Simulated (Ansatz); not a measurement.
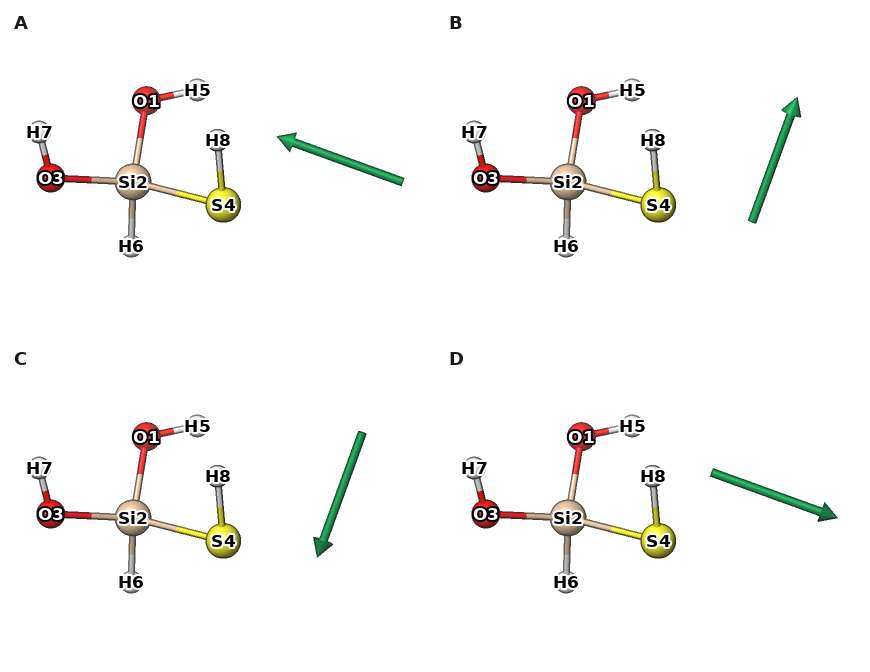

The same molecule four times, each with an arrow. Computed geometry: PBE-D4/def2-SVP optimisation. No frequency run is at hand to confirm it as a minimum. Level of theory: RKS PBE-D4/def2-SVP (Ansatz 0.2.0).

**Which arrow points along the dipole moment, from the negative to the positive end?**

B. The dipole moment is 2.23 D; it points from the side of H6 to the side of H5 (the outermost atoms at the two ends).
